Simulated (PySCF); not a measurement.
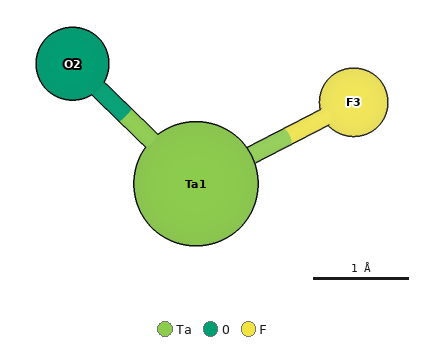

The structure (ball-and-stick view, seen at a tilt; atoms are numbered from 1 in the order of the input). Sticks mark near contacts.

## Single-point calculation of TaOF

TaOF, multiplicity 3, computed with UKS-based PBE0, Ta def2-TZVP with ECP60, O def2-TZVP, F def2-TZVP; non-relativistic Hamiltonian with a scalar-relativistic core potential; density fitting (PySCF 2.14.0).

## What the program printed
```
init E= -212.922518185426
  alpha nocc = 16  HOMO = -0.360761390281022  LUMO = -0.343173700162566
  beta  nocc = 14  HOMO = -0.60919037955273  LUMO = -0.384416582822489
cycle= 1 E= -231.775644373069  delta_E= -18.9  |g|= 0.734  |ddm|= 4.12
  alpha nocc = 16  HOMO = -0.147333247364546  LUMO = -0.0708904547154676
  beta  nocc = 14  HOMO = -0.139991662854364  LUMO = -0.124200252915302
  HOMO = -0.139991662854  LUMO = -0.124200252915  gap/eV = 0.42971
cycle= 2 E= -228.287671242873  delta_E= 3.49  |g|= 2.78  |ddm|= 1.68
  alpha nocc = 16  HOMO = -0.162250037413056  LUMO = -0.0122358133663306
  beta  nocc = 14  HOMO = -0.291617477959438  LUMO = -0.0913170322337287
  HOMO = -0.162250037413  LUMO = -0.0913170322337  gap/eV = 1.93019
cycle= 3 E= -231.918898262679  delta_E= -3.63  |g|= 0.396  |ddm|=  1.5
  alpha nocc = 16  HOMO = -0.240980316590195  LUMO = -0.0731421493319787
  beta  nocc = 14  HOMO = -0.312546958131239  LUMO = -0.126924674730841
  HOMO = -0.24098031659  LUMO = -0.126924674731  gap/eV = 3.10361
cycle= 4 E= -231.958015194679  delta_E= -0.0391  |g|= 0.293  |ddm|= 0.406
  alpha nocc = 16  HOMO = -0.249431140545186  LUMO = -0.0811684381227541
  beta  nocc = 14  HOMO = -0.341165778464724  LUMO = -0.131344268665327
  HOMO = -0.249431140545  LUMO = -0.131344268665  gap/eV = 3.21331
cycle= 5 E= -231.98650102255  delta_E= -0.0285  |g|= 0.0775  |ddm|= 0.142
  alpha nocc = 16  HOMO = -0.238953882376678  LUMO = -0.0680009921455397
  beta  nocc = 14  HOMO = -0.336064542598607  LUMO = -0.122746361156981
  HOMO = -0.238953882377  LUMO = -0.122746361157  gap/eV = 3.16217
cycle= 6 E= -231.988937729898  delta_E= -0.00244  |g|= 0.032  |ddm|= 0.064
  alpha nocc = 16  HOMO = -0.240577290743385  LUMO = -0.0681717622667506
  beta  nocc = 14  HOMO = -0.341289032700855  LUMO = -0.121467671212706
  HOMO = -0.240577290743  LUMO = -0.121467671213  gap/eV = 3.24114
cycle= 7 E= -231.989491722576  delta_E= -0.000554  |g|= 0.0104  |ddm|= 0.0245
  alpha nocc = 16  HOMO = -0.241888681831787  LUMO = -0.0683137304388155
  beta  nocc = 14  HOMO = -0.344423150416543  LUMO = -0.121129488027204
  HOMO = -0.241888681832  LUMO = -0.121129488027  gap/eV = 3.28603
cycle= 8 E= -231.989638601145  delta_E= -0.000147  |g|= 0.00458  |ddm|= 0.0253
  alpha nocc = 16  HOMO = -0.242542979824662  LUMO = -0.0684849839226073
  beta  nocc = 14  HOMO = -0.344839829766337  LUMO = -0.12101118272156
  HOMO = -0.242542979825  LUMO = -0.121011182722  gap/eV = 3.30705
cycle= 9 E= -231.989681645964  delta_E= -4.3e-05  |g|= 0.00113  |ddm|= 0.0148
  alpha nocc = 16  HOMO = -0.242790393210885  LUMO = -0.0685535872042844
  beta  nocc = 14  HOMO = -0.345479578399405  LUMO = -0.120897557145931
  HOMO = -0.242790393211  LUMO = -0.120897557146  gap/eV = 3.31687
cycle= 10 E= -231.989688824338  delta_E= -7.18e-06  |g|= 0.000418  |ddm|= 0.00866
  alpha nocc = 16  HOMO = -0.242723546874748  LUMO = -0.0684884647247547
  beta  nocc = 14  HOMO = -0.345545127745492  LUMO = -0.120854959486071
  HOMO = -0.242723546875  LUMO = -0.120854959486  gap/eV = 3.31621
cycle= 11 E= -231.989689053565  delta_E= -2.29e-07  |g|= 0.00018  |ddm|= 0.000702
  alpha nocc = 16  HOMO = -0.242682448385191  LUMO = -0.0684436633351995
  beta  nocc = 14  HOMO = -0.345591486684316  LUMO = -0.120833992924791
  HOMO = -0.242682448385  LUMO = -0.120833992925  gap/eV = 3.31567
cycle= 12 E= -231.989689157104  delta_E= -1.04e-07  |g|= 6.11e-05  |ddm|= 0.000744
  alpha nocc = 16  HOMO = -0.24266998966796  LUMO = -0.068425620090427
  beta  nocc = 14  HOMO = -0.345607105868207  LUMO = -0.120824686576022
  HOMO = -0.242669989668  LUMO = -0.120824686576  gap/eV = 3.31558
cycle= 13 E= -231.989689174833  delta_E= -1.77e-08  |g|= 2.07e-05  |ddm|= 0.000376
  alpha nocc = 16  HOMO = -0.242669801768475  LUMO = -0.0684231094868483
  beta  nocc = 14  HOMO = -0.345613374670092  LUMO = -0.120822647211426
  HOMO = -0.242669801768  LUMO = -0.120822647211  gap/eV = 3.31563
cycle= 14 E= -231.989689176344  delta_E= -1.51e-09  |g|= 9.39e-06  |ddm|= 9.92e-05
  alpha nocc = 16  HOMO = -0.242669468176994  LUMO = -0.0684228851018986
  beta  nocc = 14  HOMO = -0.34561378325711  LUMO = -0.120822044147694
  HOMO = -0.242669468177  LUMO = -0.120822044148  gap/eV = 3.31564
```

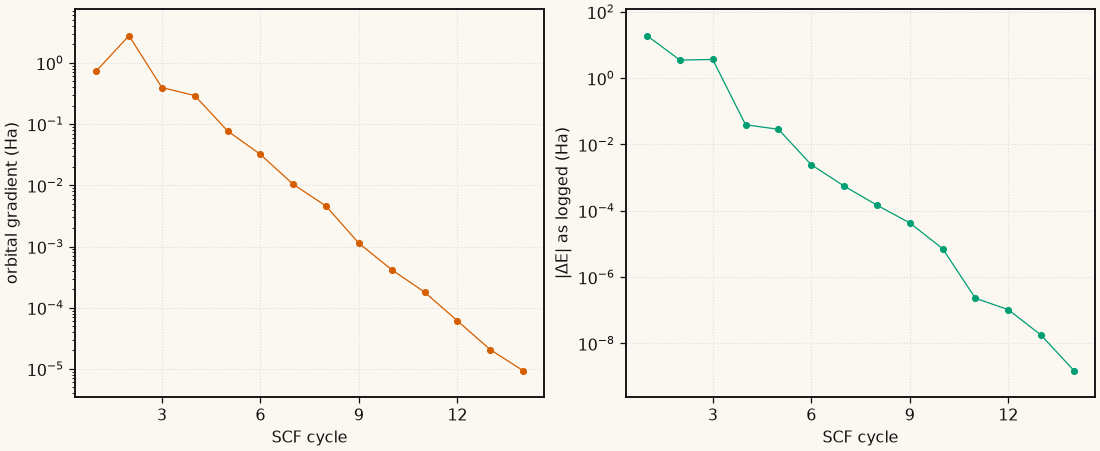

Convergence of the self-consistent field: orbital gradient and size of the energy change against the SCF cycle. The residual comes down, with one marked jump up, by a factor of about 4, at step 2.

```
Extra cycle  E= -231.989689176459  delta_E= -1.15e-10  |g|= 1.03e-05  |ddm|= 2.07e-05
converged SCF energy = -231.989689176459  <S^2> = 2.0223585  2S+1 = 3.0148688
```

This output came from the following input.

## The input
```python
from pyscf import gto, scf, dft
mol = gto.M(atom='''
Ta     0.000000     0.000000     0.000000
O     -1.499000     0.000000     1.049600
F      1.720200     0.000000     1.204500''',
    basis={'Ta': 'def2-TZVP', 'O': 'def2-TZVP', 'F': 'def2-TZVP'},
    ecp={'Ta': 'def2-TZVP'},
    charge=0, spin=2)
mf = dft.UKS(mol, xc='PBE0')
mf.grids.atom_grid = (50, 194)
aux = {'Ta': 'def2-universal-JKFIT', 'O': 'def2-universal-JKFIT', 'F': 'def2-universal-JKFIT'}
mf = mf.density_fit(auxbasis=aux)
mf.conv_tol = 1e-08
mf.diis_space = 10
mf.max_cycle = 60
mf.init_guess = 'minao'
mf.verbose = 4
mf.kernel()
```

The script is an equivalent of the set-up of the self-consistent field. The run itself was carried out by a driver, which started from the orbitals of the step before it where there was one and computed the further properties.

Launch command:
```bash
OMP_NUM_THREADS=4 python axn.py task.json out
```

## Results in brief

```tsv
quantity	value
outcome	converged
SCF energy	−231.989689 hartree
hardware	4 threads of AMD EPYC (Zen 5), 32 GiB of memory available, shared host
wall time	4 s (CPU time 15 s)
peak memory	0.39 GiB
```
